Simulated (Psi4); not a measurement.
## Run report: SF2, field calculation (part 2 of 2)

Continued. System: SF2 (sulfur difluoride), SMILES FSF. Method: CCSD/CBS, RHF, in an applied electric field (Psi4 1.11). The geometry comes from this level: GFN2-xTB.

Geometry of the input (Å):
```
F  0.4547  1.1315  0.3751
S  -0.6270  0.1317  -0.3283
F  0.1722  -1.2632  -0.0467
```

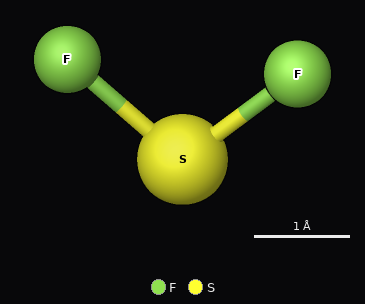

Fig. 1: The input geometry (ball-and-stick view, seen at a tilt).

The program's output, continued
```
    Memory:     1.5 GiB
    Threads:    1
                ecpint, einsums, f̶o̶r̶t̶e̶, gauxc, gcp, g̶d̶m̶a̶, geometric, g̶p̶u̶_̶d̶f̶c̶c̶,
                i̶n̶t̶e̶g̶r̶a̶t̶o̶r̶x̶x̶, i̶p̶i̶, libefp, m̶d̶i̶, m̶p̶2̶d̶, m̶r̶c̶c̶, ooo,
                o̶p̶e̶n̶f̶e̶r̶m̶i̶o̶n̶p̶s̶i̶4̶, pcmsolver, p̶s̶i̶4̶f̶o̶c̶k̶c̶i̶, p̶s̶i̶x̶a̶s̶,
                p̶y̶e̶i̶n̶s̶u̶m̶s̶, r̶e̶s̶p̶, s̶i̶m̶i̶n̶t̶, s̶n̶s̶m̶p̶2̶,
                v̶2̶r̶d̶m̶_̶c̶a̶s̶s̶c̶f̶

   => Loading Basis Set <=

    Name: CC-PVDZ
    Role: ORBITAL
    Keyword: BASIS

         ---------------------------------------------------------
                                   SCF
                              RHF Reference
                        1 Threads,   1525 MiB Core
         ---------------------------------------------------------

  ==> Geometry <==

    Molecular point group: c1
    Full point group: C1

    Geometry (in Bohr), charge = 0, multiplicity = 1:

       Center              X                  Y                   Z               Mass
    ------------   -----------------  -----------------  -----------------  -----------------
         F            0.859334060000     2.138262900000     0.708779580000    18.998403162730
         S           -1.184782690000     0.248914730000    -0.620472680000    31.972071174400
         F            0.325448630000    -2.387158730000    -0.088306900000    18.998403162730

  Running in c1 symmetry.

  Rotational constants: A =      0.78437  B =      0.29614  C =      0.21498 [cm^-1]
  Rotational constants: A =  23514.87310  B =   8878.05185  C =   6444.81050 [MHz]
  Nuclear repulsion =  110.797963429348940

  Charge       = 0
  Multiplicity = 1
  Electrons    = 34
  Nalpha       = 17
  Nbeta        = 17

  ==> Algorithm <==

  SCF Algorithm Type is PK.
  DIIS enabled.
  MOM disabled.
  Fractional occupation disabled.
  Guess Type is SAD.
  Energy threshold   = 1.00e-08
  Density threshold  = 1.00e-08
  Integral threshold = 1.00e-12

  ==> Primary Basis <==

  Basis Set: CC-PVDZ
    Blend: CC-PVDZ
    Number of shells: 20
    Number of basis functions: 46
    Number of Cartesian functions: 49
    Spherical Harmonics?: true
    Max angular momentum: 2

  ==> Integral Setup <==

  Using in-core PK algorithm.
   Calculation information:
      Number of atoms:                   3
      Number of AO shells:              20
      Number of primitives:             94
      Number of atomic orbitals:        49
      Number of basis functions:        46

      Integral cutoff                 1.00e-12
      Number of threads:                 1

  Performing in-core PK
  Using 1169642 doubles for integral storage.
  We computed 21970 shell quartets total.
  Whereas there are 22155 unique shell quartets.

  ==> DiskJK: Disk-Based J/K Matrices <==

    J tasked:                  Yes
    K tasked:                  Yes
    wK tasked:                  No
    Memory [MiB]:             1144
    Schwarz Cutoff:          1E-12

  Perturbing V by 0.010000 mu(x).
  Minimum eigenvalue in the overlap matrix is 3.9564566276E-02.
  Reciprocal condition number of the overlap matrix is 1.4332736513E-02.
    Using symmetric orthogonalization.

  ==> Pre-Iterations <==

  SCF Guess: Superposition of Atomic Densities via on-the-fly atomic UHF (no occupation information).

   -------------------------
    Irrep   Nso     Nmo
   -------------------------
     A         46      46
   -------------------------
    Total      46      46
   -------------------------

  ==> Iterations <==

                        Total Energy        Delta E     RMS |[F,P]|

   @RHF iter SAD:  -595.73489530726522   -5.95735e+02   0.00000e+00
   @RHF iter   1:  -596.28809716761248   -5.53202e-01   7.71222e-03 ADIIS/DIIS
   @RHF iter   2:  -596.32758334120081   -3.94862e-02   4.22124e-03 ADIIS/DIIS
   @RHF iter   3:  -596.33976213734525   -1.21788e-02   7.55233e-04 ADIIS/DIIS
   @RHF iter   4:  -596.34029789677379   -5.35759e-04   1.58757e-04 ADIIS/DIIS
   @RHF iter   5:  -596.34034705610907   -4.91593e-05   3.59090e-05 DIIS
   @RHF iter   6:  -596.34035133512259   -4.27901e-06   1.00571e-05 DIIS
   @RHF iter   7:  -596.34035170742288   -3.72300e-07   2.52262e-06 DIIS
   @RHF iter   8:  -596.34035172108020   -1.36573e-08   1.13249e-06 DIIS
   @RHF iter   9:  -596.34035172279118   -1.71099e-09   2.37019e-07 DIIS
   @RHF iter  10:  -596.34035172301208   -2.20894e-10   9.31535e-08 DIIS
   @RHF iter  11:  -596.34035172306506   -5.29781e-11   2.80141e-08 DIIS
   @RHF iter  12:  -596.34035172306892   -3.86535e-12   6.05287e-09 DIIS
  Energy and wave function converged.

  ==> Post-Iterations <==

    Orbital Energies [Eh]
    ---------------------

    Doubly Occupied:

       1A    -92.119966     2A    -26.338884     3A    -26.337256
       4A     -9.108735     5A     -6.790039     6A     -6.788086
       7A     -6.782944     8A     -1.651017     9A     -1.612637
      10A     -0.980669    11A     -0.746882    12A     -0.729416
      13A     -0.728281    14A     -0.686861    15A     -0.651012
      16A     -0.592562    17A     -0.399713

    Virtual:

      18A      0.099682    19A      0.148266    20A      0.617846
      21A      0.639226    22A      0.643216    23A      0.653099
      24A      0.773300    25A      0.782307    26A      0.795001
      27A      0.925377    28A      1.054126    29A      1.449138
      30A      1.495058    31A      1.528889    32A      1.537771
      33A      1.556666    34A      1.628101    35A      2.334787
      36A      2.549413    37A      3.920861    38A      3.942729
      39A      3.945223    40A      3.946064    41A      3.948838
      42A      3.979418    43A      3.992598    44A      4.050652
      45A      4.171401    46A      4.317005

    Final Occupation by Irrep:
              A
    DOCC [    17 ]
    NA   [    17 ]
    NB   [    17 ]

  @RHF Final Energy:  -596.34035172306892

   => Energetics <=

    Nuclear Repulsion Energy =            110.7979634293489397
    One-Electron Energy =               -1048.1867126539018500
    Two-Electron Energy =                 341.0483975014840325
    Total Energy =                       -596.3403517230689204

Computation Completed

Properties will be evaluated at   0.000000,   0.000000,   0.000000 [a0]

Properties computed using the SCF density matrix

 Multipole Moments:

 ------------------------------------------------------------------------------------
     Multipole            Electronic (a.u.)      Nuclear  (a.u.)        Total (a.u.)
 ------------------------------------------------------------------------------------

 L = 1.  Multiply by 2.5417464519 to convert [e a0] to [Debye]
 Dipole X            :          7.4437046           -8.2934788           -0.8497742
 Dipole Y            :         -1.5951029            1.7425732            0.1474703
 Dipole Z            :          3.9470813           -4.3433088           -0.3962274
 Magnitude           :                                                    0.9491364

 ------------------------------------------------------------------------------------

	total time  =          1 seconds =       0.02 minutes
 MINTS: Wrapper to libmints.

   Calculation information:
      Number of threads:                 1
      Number of atoms:                   3
      Number of AO shells:              20
      Number of SO shells:              20
      Number of primitives:             94
      Number of atomic orbitals:        49
      Number of basis functions:        46

      Number of irreps:                  1
      Integral cutoff                 1.00e-12
      Number of functions per irrep: [  46 ]

 OEINTS: Overlap, kinetic, potential, dipole, and quadrupole integrals
         stored in file 35.

      Computing two-electron integrals...done
      Computed 556255 non-zero two-electron integrals.
        Stored in file 33.

	Wfn Parameters:
	--------------------
	Wavefunction         = CCSD
	Number of irreps     = 1
	Number of MOs        = 46
	Number of active MOs = 39
	AO-Basis             = NONE
	Semicanonical        = false
	Reference            = RHF
	Print Level          = 1

	IRREP	# MOs	# FZDC	# DOCC	# SOCC	# VIRT	# FZVR
	-----	-----	------	------	------	------	------
	 A	   46	    7	    10	    0	    29	    0
	Transforming integrals...
	IWL integrals will be deleted.
	(OO|OO)...
	Presorting SO-basis two-electron integrals.
	Sorting File: SO Ints (nn|nn) nbuckets = 1
	Constructing frozen core operators
	Starting first half-transformation.
	Sorting half-transformed integrals.
	First half integral transformation complete.
	Starting second half-transformation.
	Two-electron integral transformation complete.
	(OO|OV)...
	Starting second half-transformation.
	Two-electron integral transformation complete.
	(OO|VV)...
	Starting second half-transformation.
	Two-electron integral transformation complete.
	(OV|OO)...
	Starting first half-transformation.
	Sorting half-transformed integrals.
	First half integral transformation complete.
	Starting second half-transformation.
	Two-electron integral transformation complete.
	(OV|OV)...
	Starting second half-transformation.
	Two-electron integral transformation complete.
	(OV|VV)...
	Starting second half-transformation.
	Two-electron integral transformation complete.
	(VV|OO)...
	Starting first half-transformation.
	Sorting half-transformed integrals.
	First half integral transformation complete.
	Starting second half-transformation.
	Two-electron integral transformation complete.
	(VV|OV)...
	Starting second half-transformation.
	Two-electron integral transformation complete.
	(VV|VV)...
	Starting second half-transformation.
	Two-electron integral transformation complete.
	Frozen core energy     =   -611.46308978487957

	Size of irrep 0 of <ab|cd> integrals:      0.707 (MW) /      5.658 (MB)
	Total:                                     0.707 (MW) /      5.658 (MB)

	Size of irrep 0 of <ia|bc> integrals:      0.244 (MW) /      1.951 (MB)
	Total:                                     0.244 (MW) /      1.951 (MB)

	Size of irrep 0 of tijab amplitudes:       0.084 (MW) /      0.673 (MB)
	Total:                                     0.084 (MW) /      0.673 (MB)

	Nuclear Rep. energy          =    110.79796342934894
	SCF energy                   =   -596.34035172306892
	One-electron energy          =   -173.79235245532263
	Two-electron energy          =     78.11712708778292
	Reference energy             =   -596.34035172307040

	total time  =          1 seconds =       0.02 minutes
            **************************
            *                        *
            *        CCENERGY        *
            *                        *
            **************************

    Nuclear Rep. energy (wfn)     =  110.797963429348940
    SCF energy          (wfn)     = -596.340351723068920
    Reference energy    (file100) = -596.340351723070398

    Input parameters:
    -----------------
    Wave function   =     CCSD
    Reference wfn   =     RHF
    Brueckner       =     No
    Memory (Mbytes) =     1600.0
    Maxiter         =     50
    R_Convergence   =     1.0e-07
    E_Convergence   =     1.0e-06
    Restart         =     Yes
    DIIS            =     Yes
    AO Basis        =     NONE
    ABCD            =     NEW
    Cache Level     =     2
    Cache Type      =     LOW
    Print Level     =     1
    Num. of threads =     1
    # Amps to Print =     10
    Print MP2 Amps? =     No
    Analyze T2 Amps =     No
    Print Pair Ener =     No
    Local CC        =     No
    SCS-MP2         =     False
    SCSN-MP2        =     False
    SCS-CCSD        =     False

MP2 correlation energy -0.5030525215926710
                Solving CC Amplitude Equations
                ------------------------------
  Iter             Energy              RMS        T1Diag      D1Diag    New D1Diag    D2Diag
  ----     ---------------------    ---------   ----------  ----------  ----------   --------
     0        -0.503052521592671    0.000e+00    0.000000    0.000000    0.000000    0.133926
     1        -0.503246838067399    6.998e-02    0.011480    0.035364    0.035364    0.141065
     2        -0.515617481965030    2.609e-02    0.010884    0.033020    0.033020    0.149974
     3        -0.519308798800879    1.201e-02    0.013181    0.041513    0.041513    0.154913
     4        -0.519083867159245    2.789e-03    0.013609    0.043282    0.043282    0.155521
     5        -0.519090041184533    1.426e-03    0.013835    0.044524    0.044524    0.155746
     6        -0.519120918881580    4.799e-04    0.013929    0.045066    0.045066    0.155762
     7        -0.519107383791413    1.870e-04    0.013951    0.045225    0.045225    0.155721
     8        -0.519105895689351    6.000e-05    0.013957    0.045272    0.045272    0.155708
     9        -0.519108316209285    2.002e-05    0.013958    0.045279    0.045279    0.155708
    10        -0.519107551994185    6.832e-06    0.013958    0.045282    0.045282    0.155707
    11        -0.519107725449959    2.683e-06    0.013958    0.045281    0.045281    0.155708
    12        -0.519107685540638    9.284e-07    0.013958    0.045282    0.045282    0.155708
    13        -0.519107712801692    3.998e-07    0.013958    0.045282    0.045282    0.155708
    14        -0.519107718877386    1.637e-07    0.013958    0.045282    0.045282    0.155708
    15        -0.519107719624613    7.046e-08    0.013958    0.045282    0.045282    0.155708

    Iterations converged.

    Largest TIA Amplitudes:
              3   0        -0.0364046939
              4   1        -0.0254400997
              7   0         0.0254130222
              2   1        -0.0136155876
              8   9        -0.0122976494
              4   8        -0.0102390525
              5   7        -0.0100861239
              8  15         0.0090733614
              6   6        -0.0090088417
              2   2         0.0074680863

    Largest TIjAb Amplitudes:
      8   8   0   0        -0.0629504278
      9   9   1   1        -0.0532184703
      8   8   1   1        -0.0377636739
      9   9   6   6        -0.0377254092
      9   9   7   7        -0.0365805564
      3   3   0   0        -0.0332637025
      9   9   0   0        -0.0330067822
      9   9   9   9        -0.0323413326
      8   9   0   6         0.0320122497
      9   8   6   0         0.0320122497

    SCF energy       (wfn)                    = -596.340351723068920
    Reference energy (file100)                = -596.340351723070398

    Opposite-spin MP2 correlation energy      =   -0.369271527560949
    Same-spin MP2 correlation energy          =   -0.133780994031722
    Singles MP2 correlation energy            =   -0.000000000000000
    MP2 correlation energy                    =   -0.503052521592671
      * MP2 total energy                      = -596.843404244663020

    Opposite-spin CCSD correlation energy     =   -0.400259686123659
    Same-spin CCSD correlation energy         =   -0.118848033500954
    Singles CCSD correlation energy           =    0.000000000000000
    CCSD correlation energy                   =   -0.519107719624613
      * CCSD total energy                     = -596.859459442694970

    Psi4 run time: 0:00:03.49

  //>>>>>>>>>>>>>>>>>>>>>>>>>>>>>>>>>>>//
  //            CBS Results            //
  //<<<<<<<<<<<<<<<<<<<<<<<<<<<<<<<<<<<//

   ==> Components <==

  ---------------------------------------------------------------------------------------------------------
                          Method / Basis                      Rqd      Energy [Eh]   Variable
  ---------------------------------------------------------------------------------------------------------
                              hf / cc-pvdz                     *     -596.34035172   HF TOTAL ENERGY
                             mp2 / cc-pvdz                           -596.84340424   MP2 TOTAL ENERGY
                            ccsd / cc-pvdz                     *     -596.85945944   CCSD TOTAL ENERGY
                              hf / cc-pvtz                     *     -596.44081528   HF TOTAL ENERGY
                             mp2 / cc-pvtz                           -597.11692050   MP2 TOTAL ENERGY
                            ccsd / cc-pvtz                     *     -597.12900240   CCSD TOTAL ENERGY
  ---------------------------------------------------------------------------------------------------------

   ==> Stages <==

  ---------------------------------------------------------------------------------------------------------
      Stage               Method / Basis                       Wt      Energy [Eh]   Scheme
  ---------------------------------------------------------------------------------------------------------
        scf                   hf / cc-pvtz                      1    -596.44081528   xtpl_highest_1
       corl                 ccsd / cc-pv[dt]z                   1    -597.24249417   corl_xtpl_helgaker_2
       corl                   hf / cc-pv[dt]z                  -1    -596.48311573   corl_xtpl_helgaker_2
  ---------------------------------------------------------------------------------------------------------

   ==> CBS <==

  ---------------------------------------------------------------------------------------------------------
      Stage               Method / Basis                               Energy [Eh]   Scheme
  ---------------------------------------------------------------------------------------------------------
        scf                   hf / cc-pvtz                           -596.44081528   xtpl_highest_1
       corl                 ccsd / cc-pv[dt]z                          -0.75937844   corl_xtpl_helgaker_2
      total                  CBS                                     -597.20019372
  ---------------------------------------------------------------------------------------------------------
```

Standard output
```
ccsd/cc-pv[dt]z energy: -597.2001937210 Eh
```

Key numbers

```csv
quantity,value
outcome,converged
total energy,−597.200194 hartree
correlation energy,−0.759378 hartree
basis functions,46
wall time,33 s
peak memory,0.72 GiB
```
